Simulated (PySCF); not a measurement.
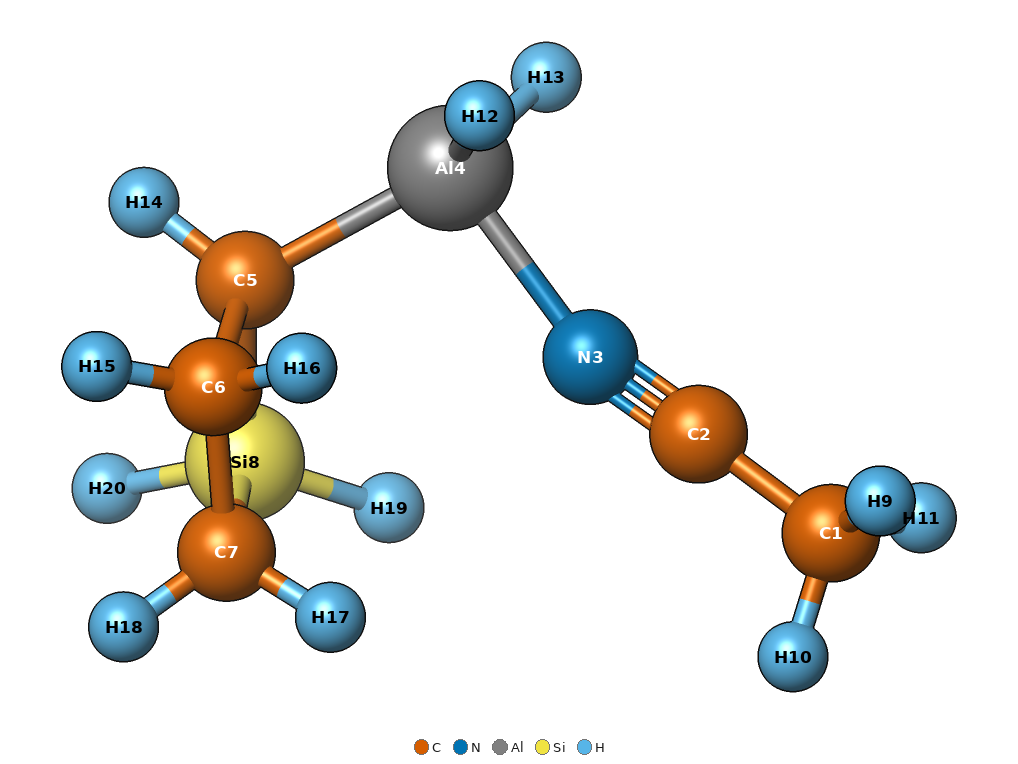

The computed structure is the end point of a GFN2-xTB optimisation. No frequency run is at hand to confirm it as a minimum. Electric field gradients from the ground-state density, PBE0/pcSseg-1 (PySCF 2.14.0), non-relativistic apart from any core potentials.

Give the largest field-gradient component, the quadrupole coupling constant and the asymmetry for 14N at N3 (Q = 20.44 mb), 27Al at Al4 (Q = 146.6 mb).

```json
{"atom": "N3", "V_zz (a.u.)": "−0.607", "e²qQ/h (MHz)": "−2.91", "η": "0.03"}
{"atom": "Al4", "V_zz (a.u.)": "0.946", "e²qQ/h (MHz)": "32.6", "η": "0.13"}
```

The geometry is semi-empirical. Around Al, Si such bond lengths and angles can be off by a tenth of an ångström or more and by several degrees, and values that hang on the shape move with them.
